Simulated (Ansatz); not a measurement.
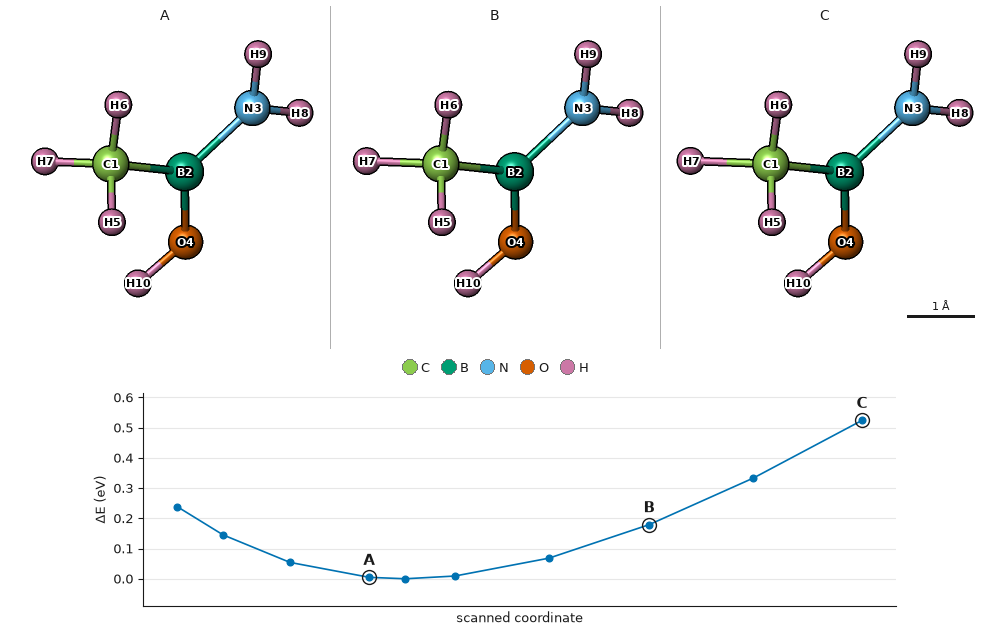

A scan of CH6BNO along one coordinate. The picture is a ball-and-stick view, seen from a free direction.

Computed with Ansatz: CCSD(T), basis def2-TZVPP, on geometries moved rigidly from the minimum at PBE0-D4/def2-TZVP. Coupled cluster with a frozen core. Energies are counted from the PBE0-D4/def2-TZVP minimum geometry at the same level.

What is being scanned?

The C1–H7 distance is varied, with the rest of the molecule carried along rigidly. In the frames the distance is 1.078 Å (A), 1.212 Å (B), 1.314 Å (C). The lowest computed point lies at the distance 1.095 Å (0.000 eV). At the ends of the scan the energy is 0.239 eV (0.986 Å) and 0.524 eV (1.314 Å). The curvature at the lowest point is about 33 eV/Å² (5.2 mdyn/Å). The well is steeper on the short side, as for any bond.
